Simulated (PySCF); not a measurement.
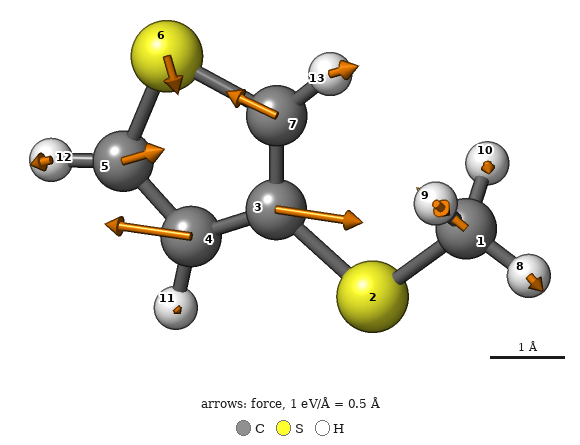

Starting geometry of C5H6S2 with the computed forces as orange arrows. The picture is a ball-and-stick view, seen at a tilt.

The start comes from GFN2-xTB. Its atoms were then displaced at random by about 0.01 Å.

Method: PBE0-D3(BJ)/def2-TZVP geometry optimisation, gas phase (PySCF 2.14.0, density-fitted response routines). 

What follows when this structure is relaxed?

Answer. It isn't relaxed: the largest force vector, on C3, is 2.63 eV/Å. The final displacements follow the starting forces only in part (cosine between the two patterns 0.59). H13 moves most after the best rigid fit: 0.051 Å. Largest moves by element: H 0.051 Å, C 0.048 Å, S 0.028 Å. Some distances before and after: C3–C4 1.375 → 1.425 Å, S6–C7 1.738 → 1.709 Å, C5–S6 1.732 → 1.704 Å, C1–S2 1.815 → 1.790 Å. Among the angles between lasting bonds that change: C3–C7–H13 132.6° → 128.5°, S6–C7–H13 116.8° → 120.0°, C4–C3–C7 114.8° → 112.1°. The energy falls by 3.66 kcal/mol in 6 geometry steps. The run took 3.8 min on 1 thread of Arm Neoverse V1, with other jobs on the host.
